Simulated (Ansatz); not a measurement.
# NaLiCdO2: complex band structure

Wanted: the relaxed cell of NaLiCdO2, its band edges and its decay constants. It is built by putting O for S in the NaLiCdS2 structure of space group P3m1, with the volume rescaled by atomic radii. The parent structure comes from the Materials Project.

Main program and level: Ansatz 0.2.0; PBE DFT, plane waves, PAW files, in the first sound run; inputs show where later runs differ.

The structure was built from a prototype and need not be the compound's stable phase.

### 1. The structure

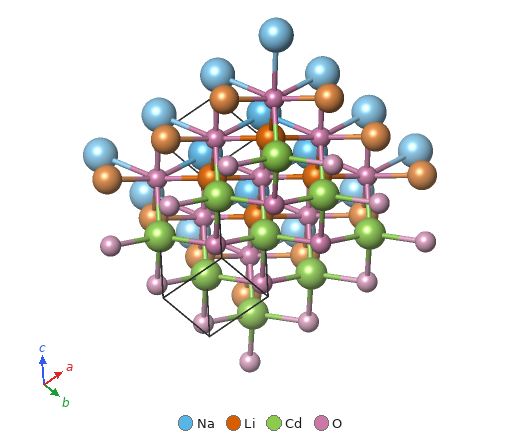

The starting structure, seen from a free direction (sodium blue, lithium orange, cadmium green, oxygen pink). 2×2×1 cells are drawn. Some periodic images of atoms are drawn too.

### 2. Relaxing the new crystal

The substituted atoms don't fit the parent's cell, so cell and atoms relax together. A small smearing keeps the run stable in case the gap closes on the way.

input.yaml reads:

```yaml
crystal:
  lattice:
    - [3.90554775, 0.0, 0.0]
    - [-1.952773875, 3.3823035672, 0.0]
    - [0.0, 0.0, 6.6155593125]
  atoms:
    - { symbol: Na, position: [0.3333333333, 0.6666666667, 0.973003] }
    - { symbol: Li, position: [0.6666666667, 0.3333333333, 0.658978] }
    - { symbol: Cd, position: [0.0, 0.0, 0.382182] }
    - { symbol: O, position: [0.6666666667, 0.3333333333, 0.245109] }
    - { symbol: O, position: [0.0, 0.0, 0.740729] }
kpoints:
  mp_grid: { grid: [6, 6, 4] }
scf:
  occupations: { method: gaussian, width: 0.03 }
hamiltonian:
  xc: pbe
output:
  forces: true
  stress: true
relax:
  f_tol: 0.02
  max_steps: 60
  cell: {}
```

The run is started by

```bash
$ ansatz run input.yaml --threads 2 --pin off --max-ram 4096MiB --backend cpu --events-out ev --progress --plain --runs-dir out
```

Numbers of over 12 decimals in the logs are rounded to 6 here.

The log of the run:

```text
Engine: ansatz 0.2.0, aarch64-unknown-linux-gnu
Pseudopotentials: kind: paw
Pseudopotential: Na, paw, valence charge 9, recommended cutoff 420 eV (normal), Na.paw.azcp
Pseudopotential: Li, paw, valence charge 3, recommended cutoff 420 eV (normal), Li.paw.azcp
Pseudopotential: Cd, paw, valence charge 20, recommended cutoff 420 eV (normal), Cd.paw.azcp
Pseudopotential: O, paw, valence charge 6, recommended cutoff 420 eV (normal), O.paw.azcp
Functional definition: PBE
  parameter kappa = 0.804
  parameter beta = 0.066725
  exchange = pbe_x(kappa = kappa, mu = beta*pi^2/3)
  correlation = pbe_c(beta = beta)
Crystal: 5 atoms, lattice volume = 87.390 Å³
Basis set: ecut = 420 eV, 1715 PW (Γ), exchange–correlation on 54×54×90 points (8 copies of the dense FFT grid, shifted against one another)
Bands: 27, of which v1, the nominal top of the filled ones, is band 22 counted from 1 (21 counted from 0)
Symmetry: 6 space group operations
Space group: P3m1 (ITA 156), of the structure as read, at distance tolerance 4.4e-5 Å
k-points: 24 of 144 (time reversal used)
Non-local potential: Na, projectors of the file, l = 0: 3, l = 1: 2, l = 2: 1
Non-local potential: Li, projectors of the file, l = 0: 3, l = 1: 2, l = 2: 1
Non-local potential: Cd, projectors of the file, l = 0: 3, l = 1: 2, l = 2: 2, l = 3: 1
Non-local potential: O, projectors of the file, l = 0: 2, l = 1: 2, l = 2: 1
PAW form: soft (Blöchl's): semilocal exchange-correlation on the pseudo side does not see the compensation charge
PAW one-centre angular grid: Na, 110 points (default); XC on 64 Gauss nodes
PAW one-centre angular grid: Li, 110 points (default); XC on 64 Gauss nodes
PAW one-centre angular grid: Cd, 590 points (default); XC on 64 Gauss nodes
PAW one-centre angular grid: O, 110 points (default); XC on 64 Gauss nodes
Initial density: superposition of atomic densities (neutral atoms: chi_scale 0, normalization atom), corrected by the library's trained network
Initial wavefunctions: pseudopotential atomic-orbital guess
Functional: x = pbe(κ = 0.804, μ = 0.219515), c = pbe(β = 0.066725)
SCF iter   1: F=—  HF=-11081.052512 eV  |F-HF|=—  |Δ(HF+E_count)|=         —  Δρ=3.16e-3  dr2=1.23e-2  ethr=1.77e-3  ⟨swp⟩=5.9  Hψ=2586  notcnv=0
preconditioner: auto → Resta (q_TF=auto, 2.433 Å⁻¹)  ε∞=3.4  [insulator: Δε(μ)=0.406 eV  Ē_g=14.525 eV  σ=0.030 eV  W_gap=1.00  n_scr=22 (ndim 8)  ℏωp=22.5 eV  f_vac=0.133  D(μ)=0.00/eV (n_scr^D=0)  ε∞_Penn≈3.4]
SCF iter   2: F=—  HF=-11081.052321 eV  |F-HF|=—  |Δ(HF+E_count)|=   1.91e-4  Δρ=2.45e-3  dr2=4.79e-3  ethr=2.79e-5  ⟨swp⟩=2.0  Hψ=1211  notcnv=0  defer=24
SCF iter   3: F=—  HF=-11081.051804 eV  |F-HF|=—  |Δ(HF+E_count)|=   5.17e-4  Δρ=1.02e-3  dr2=1.72e-3  ethr=1.09e-5  ⟨swp⟩=2.0  Hψ=1001  notcnv=0  defer=24
SCF iter   4: F=—  HF=-11081.051692 eV  |F-HF|=—  |Δ(HF+E_count)|=   1.12e-4  Δρ=7.72e-4  dr2=6.75e-4  ethr=3.90e-6  ⟨swp⟩=2.0  Hψ=697  notcnv=0  defer=24
SCF iter   5: F=—  HF=-11081.051604 eV  |F-HF|=—  |Δ(HF+E_count)|=   8.78e-5  Δρ=1.70e-4  dr2=5.58e-5  ethr=1.53e-6  ⟨swp⟩=2.0  Hψ=783  notcnv=0  defer=24
SCF iter   6: F=—  HF=-11081.051741 eV  |F-HF|=—  |Δ(HF+E_count)|=   1.37e-4  Δρ=9.91e-5  dr2=1.17e-5  ethr=1.27e-7  ⟨swp⟩=2.1  Hψ=798  notcnv=0  defer=24
SCF iter   7: F=—  HF=-11081.051743 eV  |F-HF|=—  |Δ(HF+E_count)|=   1.56e-6  Δρ=1.76e-5  dr2=3.65e-7  ethr=2.65e-8  ⟨swp⟩=2.0  Hψ=768  notcnv=0  defer=24
SCF iter   8: F=-11081.051743 eV  HF=-11081.051743 eV  |F-HF|=5.55e-9  |Δ(HF+E_count)|=   4.55e-7  Δρ=6.22e-6  dr2=3.04e-8  ethr=2.27e-10  ⟨swp⟩=4.0  Hψ=1981  notcnv=0
SCF 1 converged in 8 iterations: F = -11081.051743 eV  dr2 = 3.04e-8
  greatest PAW one-centre occupation: 1.000 electrons in one spin orbital (limit 2), on the Cd atom at site 2 (counted from 0), in its partial waves of l = 0
relax step   1: F+E_penalty+E_count = -11081.05174329 eV  Δ(F+E_penalty+E_count) = +0.000e0 eV  max|allowed force component| = 1.154e0 eV/Å  Δτ_max = 0.0000 Å  P = -11.275 GPa  Ω = 87.390 Å³  (8 SCF iters, dr2 threshold 1.00e-7 eV, accepted)
Crystal: 5 atoms, lattice volume = 75.937 Å³
Basis set: ecut = 420 eV, 1485 PW (Γ), exchange–correlation on 54×54×90 points (8 copies of the dense FFT grid, shifted against one another)
Initial density: handed on by an earlier stage of this run
Initial wavefunctions: those handed on with the density
iter 1 solved again at ethr=3.61e-4 eV; its pass at ethr=3.10e-3 eV (dr2=1.59e-1 eV) is discarded
SCF iter   1: F=—  HF=-11081.900924 eV  |F-HF|=—  |Δ(HF+E_count)|=         —  Δρ=1.48e-2  dr2=1.58e-1  ethr=3.61e-4  ⟨swp⟩=1.0  Hψ=3259  notcnv=0
preconditioner: auto → Resta (q_TF=auto, 2.491 Å⁻¹)  ε∞=3.5  [insulator: Δε(μ)=0.683 eV  Ē_g=15.353 eV  σ=0.030 eV  W_gap=1.00  n_scr=22 (ndim 8)  ℏωp=24.1 eV  f_vac=0.077  D(μ)=0.00/eV (n_scr^D=0)  ε∞_Penn≈3.5]
SCF iter   2: F=—  HF=-11081.864036 eV  |F-HF|=—  |Δ(HF+E_count)|=   3.69e-2  Δρ=7.81e-3  dr2=3.35e-2  ethr=3.58e-4  ⟨swp⟩=3.2  Hψ=1060  notcnv=0
SCF iter   3: F=—  HF=-11081.859292 eV  |F-HF|=—  |Δ(HF+E_count)|=   4.74e-3  Δρ=4.04e-3  dr2=1.46e-2  ethr=7.62e-5  ⟨swp⟩=2.0  Hψ=1071  notcnv=0  defer=3
SCF iter   4: F=—  HF=-11081.857420 eV  |F-HF|=—  |Δ(HF+E_count)|=   1.87e-3  Δρ=1.36e-3  dr2=1.59e-3  ethr=3.33e-5  ⟨swp⟩=2.1  Hψ=920  notcnv=0  defer=19
SCF iter   5: F=—  HF=-11081.857518 eV  |F-HF|=—  |Δ(HF+E_count)|=   9.87e-5  Δρ=8.82e-4  dr2=5.66e-4  ethr=3.61e-6  ⟨swp⟩=2.0  Hψ=1003  notcnv=0  defer=19
SCF iter   6: F=—  HF=-11081.857507 eV  |F-HF|=—  |Δ(HF+E_count)|=   1.17e-5  Δρ=2.62e-4  dr2=5.95e-5  ethr=1.29e-6  ⟨swp⟩=2.0  Hψ=902  notcnv=0  defer=19
SCF iter   7: F=—  HF=-11081.857517 eV  |F-HF|=—  |Δ(HF+E_count)|=   9.91e-6  Δρ=9.91e-5  dr2=5.90e-6  ethr=1.35e-7  ⟨swp⟩=2.0  Hψ=772  notcnv=0  defer=19
SCF iter   8: F=-11081.857522 eV  HF=-11081.857522 eV  |F-HF|=2.68e-7  |Δ(HF+E_count)|=   5.62e-6  Δρ=1.80e-5  dr2=2.82e-7  ethr=1.14e-9  ⟨swp⟩=3.0  Hψ=2469  notcnv=0
SCF 2 converged in 8 iterations: F = -11081.857522 eV  dr2 = 2.82e-7
relax step   2: F+E_penalty+E_count = -11081.85752242 eV  Δ(F+E_penalty+E_count) = -8.058e-1 eV  max|allowed force component| = 1.687e-1 eV/Å  Δτ_max = 0.1022 Å  P = -5.919 GPa  Ω = 75.937 Å³  energy of the carried Pulay correction = +2.306e-2 eV  (8 SCF iters, dr2 threshold 5.00e-7 eV, accepted)
Crystal: 5 atoms, lattice volume = 66.467 Å³
Basis set: ecut = 420 eV, 1299 PW (Γ), exchange–correlation on 54×54×90 points (8 copies of the dense FFT grid, shifted against one another)
iter 1 solved again at ethr=1.59e-4 eV; its pass at ethr=3.10e-3 eV (dr2=6.97e-2 eV) is discarded
[...]
SCF iter   5: F=—  HF=-11082.107916 eV  |F-HF|=—  |Δ(HF+E_count)|=   3.72e-5  Δρ=4.08e-4  dr2=1.11e-4  ethr=1.28e-6  ⟨swp⟩=2.0  Hψ=1038  notcnv=0  defer=10
SCF iter   6: F=—  HF=-11082.107909 eV  |F-HF|=—  |Δ(HF+E_count)|=   7.11e-6  Δρ=2.21e-4  dr2=2.71e-5  ethr=2.53e-7  ⟨swp⟩=2.0  Hψ=931  notcnv=0  defer=10
SCF iter   7: F=—  HF=-11082.107912 eV  |F-HF|=—  |Δ(HF+E_count)|=   3.25e-6  Δρ=4.43e-5  dr2=1.63e-6  ethr=6.17e-8  ⟨swp⟩=2.0  Hψ=912  notcnv=0  defer=10
SCF iter   8: F=-11082.107913 eV  HF=-11082.107913 eV  |F-HF|=5.97e-8  |Δ(HF+E_count)|=   1.00e-6  Δρ=1.44e-5  dr2=1.05e-7  ethr=1.14e-9  ⟨swp⟩=4.0  Hψ=2184  notcnv=0
SCF 3 converged in 8 iterations: F = -11082.107913 eV  dr2 = 1.05e-7
  greatest PAW one-centre occupation: 1.000 electrons in one spin orbital (limit 2), on the Cd atom at site 2 (counted from 0), in its partial waves of l = 1
relax step   3: F+E_penalty+E_count = -11082.10791311 eV  Δ(F+E_penalty+E_count) = -2.504e-1 eV  max|allowed force component| = 5.339e-1 eV/Å  Δτ_max = 0.0876 Å  P = +0.860 GPa  Ω = 66.467 Å³  energy of the carried Pulay correction = +4.474e-2 eV  (8 SCF iters, dr2 threshold 5.00e-7 eV, accepted)
[... from here on, the SCF cycles and remarks between the steps are left out ...]
relax step   4: F+E_penalty+E_count = -11082.18715127 eV  Δ(F+E_penalty+E_count) = -7.924e-2 eV  max|allowed force component| = 2.682e-1 eV/Å  Δτ_max = 0.1415 Å  P = +0.901 GPa  Ω = 64.666 Å³  energy of the carried Pulay correction = +4.917e-2 eV  (7 SCF iters, dr2 threshold 5.00e-7 eV, accepted)
relax step   5: F+E_penalty+E_count = -11082.20506666 eV  Δ(F+E_penalty+E_count) = -1.792e-2 eV  max|allowed force component| = 3.154e-1 eV/Å  Δτ_max = 0.1543 Å  P = +0.017 GPa  Ω = 64.029 Å³  energy of the carried Pulay correction = +5.076e-2 eV  (8 SCF iters, dr2 threshold 5.00e-7 eV, accepted)
relax step   6: F+E_penalty+E_count = -11082.22266515 eV  Δ(F+E_penalty+E_count) = -1.760e-2 eV  max|allowed force component| = 3.359e-2 eV/Å  Δτ_max = 0.0727 Å  P = +0.015 GPa  Ω = 65.030 Å³  energy of the carried Pulay correction = +4.827e-2 eV  (7 SCF iters, dr2 threshold 5.00e-7 eV, accepted)
relax step   7: F+E_penalty+E_count = -11082.22279490 eV  Δ(F+E_penalty+E_count) = -1.298e-4 eV  max|allowed force component| = 1.381e-2 eV/Å  Δτ_max = 0.0083 Å  P = -0.047 GPa  Ω = 65.042 Å³  energy of the carried Pulay correction = +4.824e-2 eV  (6 SCF iters, dr2 threshold 7.05e-8 eV, accepted)
relax step   8: F+E_penalty+E_count = -11082.22291612 eV  Δ(F+E_penalty+E_count) = -1.212e-4 eV  max|allowed force component| = 4.944e-3 eV/Å  Δτ_max = 0.0023 Å  P = +0.008 GPa  Ω = 65.004 Å³  energy of the carried Pulay correction = +4.833e-2 eV  (6 SCF iters, dr2 threshold 1.46e-8 eV, accepted)
relax step   9: F+E_penalty+E_count = -11082.20948669 eV  Δ(F+E_penalty+E_count) = +1.343e-2 eV  max|allowed force component| = 4.877e-3 eV/Å  Δτ_max = 0.0000 Å  P = -0.370 GPa  Ω = 65.004 Å³  stress off target by 3.76e-1 GPa  SCF on the basis re-selected at this cell (its energy is not comparable with the rows above)  (8 SCF iters)
relax step  10: F+E_penalty+E_count = -11082.21099045 eV  Δ(F+E_penalty+E_count) = -1.504e-3 eV  max|allowed force component| = 5.871e-3 eV/Å  Δτ_max = 0.0043 Å  P = +0.083 GPa  Ω = 64.559 Å³  energy of the carried Pulay correction = +1.079e-3 eV  (5 SCF iters, dr2 threshold 3.53e-7 eV, accepted)
relax step  11: F+E_penalty+E_count = -11082.21085537 eV  Δ(F+E_penalty+E_count) = +1.351e-4 eV  max|allowed force component| = 1.697e-3 eV/Å  Δτ_max = 0.0014 Å  P = -0.000 GPa  Ω = 64.624 Å³  energy of the carried Pulay correction = +9.215e-4 eV  (5 SCF iters, dr2 threshold 2.06e-8 eV, accepted)
iter 1 solved again at ethr=1.05e-7 eV; its pass at ethr=3.10e-3 eV (dr2=4.62e-5 eV) is discarded
SCF iter   1: F=—  HF=-11082.209924 eV  |F-HF|=—  |Δ(HF+E_count)|=         —  Δρ=3.57e-5  dr2=1.34e-7  ethr=1.05e-7  ⟨swp⟩=3.0  Hψ=4150  notcnv=0
preconditioner: auto → Resta (q_TF=auto, 2.559 Å⁻¹)  ε∞=3.7  [insulator: Δε(μ)=0.966 eV  Ē_g=16.003 eV  σ=0.030 eV  W_gap=1.00  n_scr=22 (ndim 8)  ℏωp=26.1 eV  f_vac=0.046  D(μ)=0.00/eV (n_scr^D=0)  ε∞_Penn≈3.7]
SCF iter   2: F=—  HF=-11082.210054 eV  |F-HF|=—  |Δ(HF+E_count)|=   1.30e-4  Δρ=1.74e-5  dr2=4.27e-8  ethr=3.04e-10  ⟨swp⟩=2.0  Hψ=1104  notcnv=0
SCF iter   3: F=—  HF=-11082.210054 eV  |F-HF|=—  |Δ(HF+E_count)|=   6.92e-8  Δρ=8.09e-6  dr2=6.51e-9  ethr=9.72e-11  ⟨swp⟩=2.0  Hψ=773  notcnv=0
SCF iter   4: F=—  HF=-11082.210054 eV  |F-HF|=—  |Δ(HF+E_count)|=   2.00e-8  Δρ=1.82e-6  dr2=1.98e-9  ethr=1.48e-11  ⟨swp⟩=2.0  Hψ=960  notcnv=0
SCF iter   5: F=—  HF=-11082.210054 eV  |F-HF|=—  |Δ(HF+E_count)|=  2.24e-10  Δρ=5.73e-7  dr2=1.74e-10  ethr=4.51e-12  ⟨swp⟩=2.0  Hψ=820  notcnv=0
SCF iter   6: F=-11082.210054 eV  HF=-11082.210054 eV  |F-HF|=1.82e-11  |Δ(HF+E_count)|=  2.18e-11  Δρ=1.89e-7  dr2=3.42e-11  ethr=1.00e-12  ⟨swp⟩=4.0  Hψ=1900  notcnv=0
SCF 12 converged in 6 iterations: F = -11082.210054 eV  dr2 = 3.42e-11
relax step  12: F+E_penalty+E_count = -11082.21005445 eV  Δ(F+E_penalty+E_count) = +8.009e-4 eV  max|allowed force component| = 1.698e-3 eV/Å  Δτ_max = 0.0000 Å  P = -0.018 GPa  Ω = 64.624 Å³  stress off target by 2.20e-2 GPa  SCF on the basis re-selected at this cell (its energy is not comparable with the rows above)  (6 SCF iters)
basis re-selected at this cell: Δ(F+E_penalty+E_count) = +8.009e-4 eV, ΔP = -0.018 GPa vs the last step (what re-selecting the basis moved, of the pressure what is left beyond the Pulay correction that the steps carried, after the strain that the cell walked since its last selection, with what the two solves' SCF thresholds leave and, on support functions, any second-order correction that the steps lacked; it is no m [...]
SCF converged after 6 iterations
Free energy (F): -11082.210054 eV
Harris-Foulkes:  -11082.210054 eV  (|F-HF|=1.82e-11)
Internal energy: -11082.210054 eV  (E = F + TS)
E sigma→0 (E₀):  -11082.210054 eV
Fermi energy:    6.774857 eV
--- Per-component energies (eV) ---
  E_band       = -751.864076
  E_kinetic    = 997.560726
  E_local      = -5642.100700  (includes V_loc(G=0)·N_el)
  E_nonlocal   = 212.870914
  E_hartree    = 2409.765842
  E_xc         = -375.315777
  E_vxc        = -475.511882  (∫ρ·V_xc dr)
  E_paw        = -4683.620292  (= ΣΔE_a)
  E_vpaw       = -664.219589  (= ΣTr[D̂ρ^β])
  E_aug_tail   = 0.004729  (compensation charges beyond the density's cutoff)
  E_ewald      = -4001.375495
  E_smearing   = -0.000000  (= −TS)
  E_closure    = -0.000000  (closes the sum)
  Σ components = -11082.210054   (vs F -11082.210054, Δ=0.00e0)
--- Forces (eV/Å), atoms counted from 1 ---
  atom   1  Na    -0.00000000     0.00000000     0.00169807
  atom   2  Li    -0.00000000     0.00000000    -0.00072518
  atom   3  Cd    -0.00000000     0.00000000    -0.00011765
  atom   4  O      0.00000000    -0.00000000    -0.00104934
  atom   5  O     -0.00000000     0.00000000     0.00019533
  max |Σ_I F_I| component: 1.23e-6 eV/Å
--- Stress (GPa, compression-positive) ---
       -0.015631       0.000000      -0.000000
        0.000000      -0.015631       0.000000
       -0.000000       0.000000      -0.022028
  P = ⅓ Tr σ = -0.0178 GPa (-0.178 kbar)
--- Relaxed structure (10 steps of the walk, 10 accepted, 2 SCFs on fresh bases) ---
  F+E_penalty+E_count = -11082.21005445 eV   max|allowed force component| = 1.698e-3 eV/Å   (the final SCF, on the basis selected at the relaxed cell)
  cell:  # Å, volume = 64.6242 Å³
    - [3.426546, 0, -2.34077064052486e-17]
    - [-1.713273, 2.967476, 1.170385320262429e-17]
    - [-3.9650026066984235e-17, 0, 6.355528]
  atoms:
    - { symbol: Na, position: [0.333333, 0.666667, 0.984568] }
    - { symbol: Li, position: [0.666667, 0.333333, 0.703714] }
    - { symbol: Cd, position: [-3.356161138935969e-17, -1.4802973661453348e-17, 0.378115] }
    - { symbol: O, position: [0.666667, 0.333333, 0.209648] }
    - { symbol: O, position: [-3.4358121552746467e-17, -1.4802973661453333e-17, 0.723956] }
```

Run time: 29 s. Hardware: 2 threads of Arm Neoverse V1, shared host; peak memory 0.41 GiB.

Relaxation path:

| step | energy less that of the first step (eV) | largest force component (eV/Å) | pressure (GPa) | volume (Å³) |
| --- | --- | --- | --- | --- |
| 1 | 0.0000 | 1.1538 | -11.28 | 87.39 |
| 2 | -0.8058 | 0.1687 | -5.92 | 75.94 |
| 3 | -1.0562 | 0.5339 | 0.86 | 66.47 |
| 4 | -1.1354 | 0.2682 | 0.90 | 64.67 |
| 5 | -1.1533 | 0.3154 | 0.02 | 64.03 |
| 6 | -1.1709 | 0.0336 | 0.02 | 65.03 |
| 7 | -1.1711 | 0.0138 | -0.05 | 65.04 |
| 8 | -1.1712 | 0.0049 | 0.01 | 65.00 |
| 9* | -1.1577 | 0.0049 | -0.37 | 65.00 |
| 10 | -1.1592 | 0.0059 | 0.08 | 64.56 |
| 11 | -1.1591 | 0.0017 | 0.00 | 64.62 |
| 12* | -1.1583 | 0.0017 | -0.02 | 64.62 |

Relaxation steps marked * repeat the geometry before them on a plane-wave basis chosen anew for their cell, so energy and pressure can jump there.

The run keeps the 6 symmetry operations that it works with, so distortions that break them were not tested.

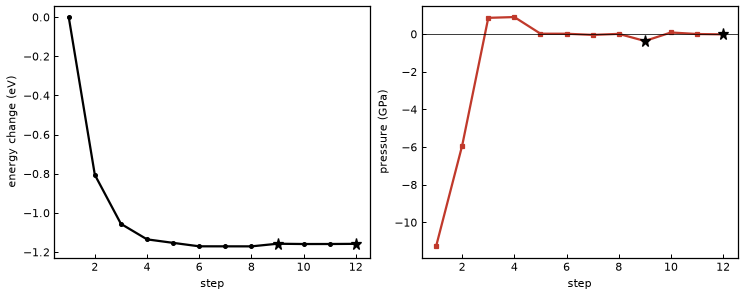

Energy and pressure along the relaxation. Stars mark steps on a basis chosen anew.

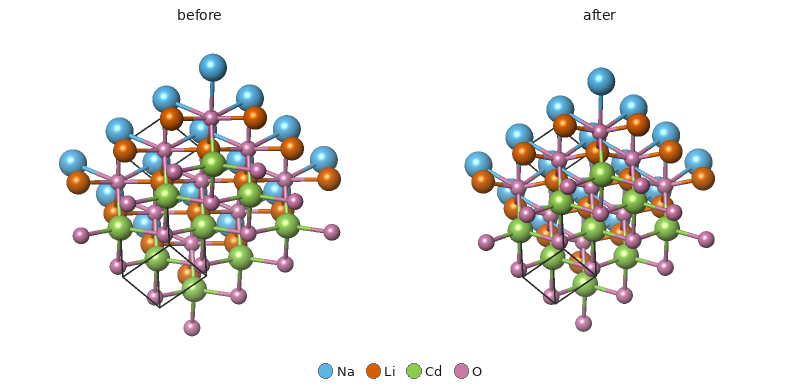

The structure before and after the relaxation, drawn at the same scale.

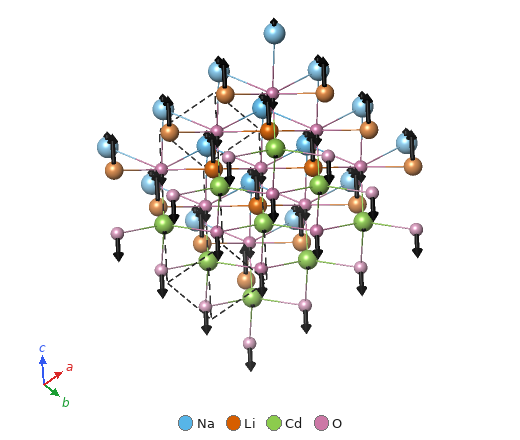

Displacements in the relaxation, exaggerated, measured against the changing cell; the longest in the cell stands for 0.28 Å. 2×2×1 cells are drawn. Some periodic images of atoms are drawn too.

| cell as run | before | after | change |
| --- | --- | --- | --- |
| a (Å) | 3.906 | 3.427 | -12.3 % |
| b (Å) | 3.906 | 3.427 | -12.3 % |
| c (Å) | 6.616 | 6.356 | -3.9 % |
| volume (Å³/atom) | 17.48 | 12.92 | -26.1 % |

The atoms that moved most (Å, as changes of fractional coordinates times the final cell):

| atom | dx | dy | dz | length |
| --- | --- | --- | --- | --- |
| Li2 | 0.000 | 0.000 | 0.284 | 0.284 |
| O4 | 0.000 | 0.000 | -0.225 | 0.225 |
| O5 | 0.000 | 0.000 | -0.107 | 0.107 |
| Na1 | 0.000 | 0.000 | 0.074 | 0.074 |
| Cd3 | 0.000 | 0.000 | -0.026 | 0.026 |

The relaxed structure:

```xyz
5
Lattice="3.4265 0.0000 0.0000 -1.7133 2.9675 0.0000 0.0000 0.0000 6.3555" Properties=species:S:1:pos:R:3 pbc="T T T"
Na    0.0000    1.9783    6.2574
Li    1.7133    0.9892    4.4725
Cd    0.0000    0.0000    2.4031
O     1.7133    0.9892    1.3324
O     0.0000    0.0000    4.6011
```

This step gave:

* free energy: -11082.2101 eV
* Fermi energy: 6.775 eV
* pressure: -0.01776 GPa

The largest force component on a free atom ends at 0.0017 eV/Å.

[end of part 1 of 3]

[Logs are printed without paths, hosts, clocks, repeated set-up lines and the standing remarks that a program may print on its own settings, such as how far it seeks lower states.]

[Hosts, paths, dates, database ids (printed as entryN), source tags and the programs' standing remarks are cut or masked in the printed files.]
